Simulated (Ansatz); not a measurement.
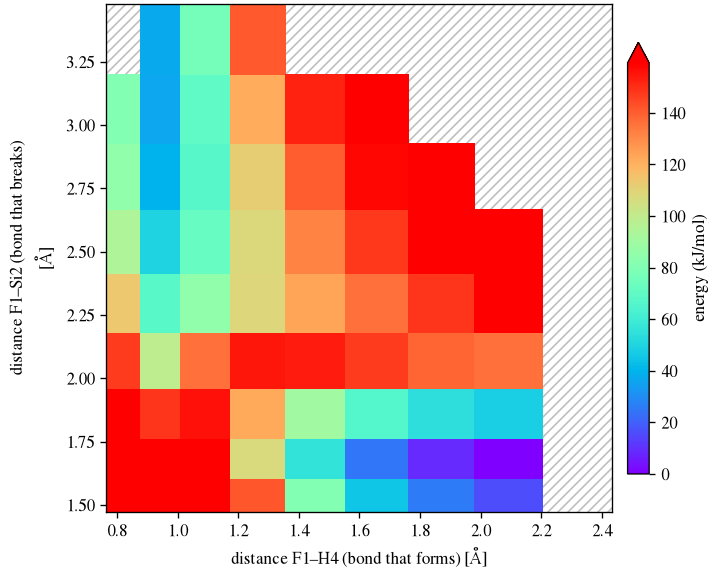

Energy landscape of the reacting system CH₆FSi (fragments CH₅FSi + H where the first distance is long, FH + CH₅Si where the second is long), spin multiplicity 2. 
- Coordinates scanned: (1) distance F1–H4 (bond that forms); (2) distance F1–Si2 (bond that breaks).
- Relaxed at each point: all other coordinates.
- The grid has 9 × 9 points. At 17 points there is no value.
- Points are written as (first, second).
- Energies are in kJ/mol, from the lowest grid point.
- Energies and slopes of some neighbouring points disagree (a jump in structure or state, or too coarse a mesh).
- All numbers below come from Ansatz, UKS r2SCAN-D4/def2-SVP.

In the figure: one coloured cell a grid point, one colour for all values above the top of the scale, hatched blanks where no value was computed. 

Question: What does the map say about the system?

Answer: The lowest grid point is at (2.088 Å, 1.673 Å). The highest grid point, (0.819 Å, 1.539 Å), lies 416 kJ/mol above the lowest.

Time for the 64 points that were run: 39 min on 1 thread of Intel(R) Xeon(R) Platinum 8559C (Emerald Rapids), with other jobs on the host.
